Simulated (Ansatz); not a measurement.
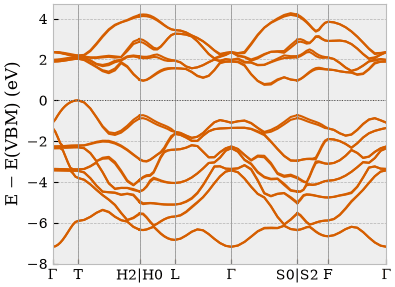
Figure: Band structure from the program Ansatz at the PBE+D3(BJ) with spin–orbit coupling level (PAW)

Read off the gap and where the band edges lie.

About 0.7 eV (0.74 eV by a search for the band edges); maximum at T, minimum on the Γ–S0 line, 54 % of the way from Γ.

The material is MoS₂ in space group R3m (No. 160; Mo on 3a, S on 3a, S on 3a).

The cell was relaxed with PBE+D3(BJ) under the symmetry of its start. The run is not spin-polarised.

Potentials: the earlier of the program's two PAW sets.
